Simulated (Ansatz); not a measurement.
System: C4H7FOSi2.

```xyz
15

C     0.1074   -2.1493   -0.6322
C     0.4213   -0.9790   -0.5747
C     0.7860    0.4289   -0.4667
C     2.2269    0.6393    0.1220
F     2.2172   -0.7322    2.6980
O     0.5238    1.2942    2.1610
Si    2.0853    0.7298    2.0037
Si   -0.4101    1.3330    0.7582
H    -0.1667   -3.1858   -0.6864
H     0.7194    0.8915   -1.4674
H     2.9222   -0.1339   -0.2404
H     2.6212    1.6116   -0.2243
H     3.0460    1.6111    2.7034
H    -0.6418    2.7470    0.3459
H    -1.7032    0.6326    0.9514
```

Geometry: B3LYP/def2-SVP.

Level of theory: isolated molecule in a Gaussian basis; Kohn-Sham density functional theory, functional PBE0 in Ansatz.

What will maps of the electron density and electron localisation function show?

C–C (1.21 Å): the density is about 2.6 e/Å³ at the midpoint; the ELF peaks at about 0.80 between the atoms: a multiple bond.
C–H (1.07 Å): ρ is about 2 e/Å³ halfway; the ELF climbs to about 1 towards the hydrogen, as it does in any bond to H: an ordinary covalent bond to hydrogen.
C–Si (1.94 Å): the density is about 0.89 e/Å³ at the midpoint; the ELF peaks at about 0.95 between the atoms, as expected for a shared electron pair.

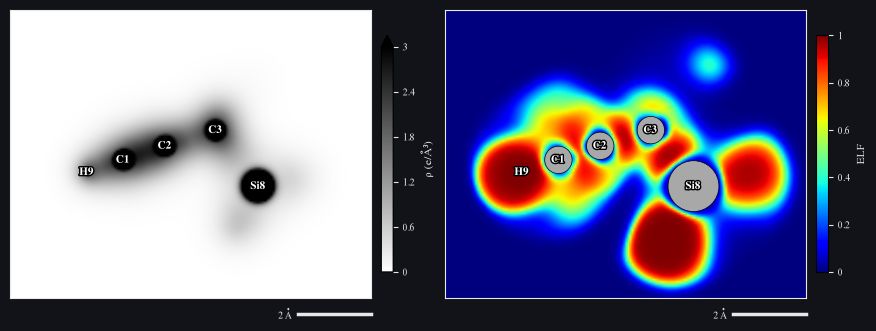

Computed electron density and electron localisation function on the plane of atoms C2, C3 and Si8, in this order. Grey discs cover the atomic cores in the ELF map. 
